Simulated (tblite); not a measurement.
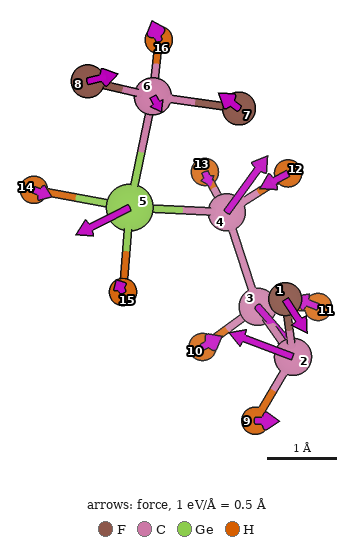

Starting geometry of C4H8F3Ge (multiplicity 2) with the computed forces as purple arrows. A ball-and-stick model, seen from a free direction.

Computed with tblite, GFN2-xTB geometry optimisation, gas phase. 

> What follows when this structure is relaxed?

It isn't relaxed: the largest force vector, on C4, is 2.16 eV/Å. The final displacements have little in common with the starting forces (cosine between the two patterns 0.22). After 100 geometry steps the energy has fallen by 14.0 kcal/mol. The atom that moves furthest after the best rigid fit is H9 (1.08 Å). By element the largest moves are H 1.08 Å, F 0.58 Å, Ge 0.14 Å, C 0.13 Å. Near-neighbour distances that change, for instance: F1–Ge5 2.708 → 2.940 Å, C4–Ge5 1.929 → 1.995 Å, Ge5–H14 1.567 → 1.510 Å, Ge5–C6 1.962 → 2.007 Å. Among the angles between lasting bonds that change: C3–C2–H9 111.5° → 125.2°, Ge5–C6–H16 106.6° → 116.1°, F1–C2–C3 108.1° → 116.5°. Cost: 0.65 s on 1 thread of Arm Neoverse V1, with other jobs on the host.
